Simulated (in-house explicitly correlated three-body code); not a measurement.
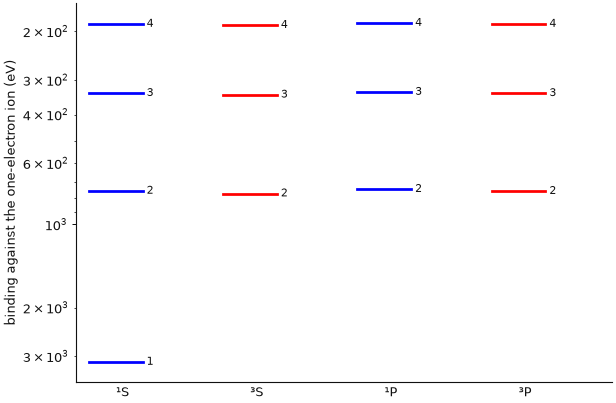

Two electrons around a point charge Z = 15.836. Computed variationally in 260 exponentially correlated functions with an in-house code, non-relativistic, converged to about 10⁻⁸ of the energy. The plot shows the bound S and P states that converged, by term and principal number n, on a logarithmic scale of binding.

Describe the level scheme.

The ground state is bound by 3147 eV. The n = 2 states drawn run, from the deepest, 2 ³S (773.3 eV), 2 ³P (757.8 eV), 2 ¹S (756.2 eV), 2 ¹P (745.3 eV). Exchange puts 2 ³S below 2 ¹S by 17.1 eV and 2 ³P below 2 ¹P by 12.5 eV. Quantum defects n − (Z − 1)/√(2 E(binding)): 2 ³S 0.032, 2 ³P 0.012, 2 ¹S 0.010, 2 ¹P −0.005.
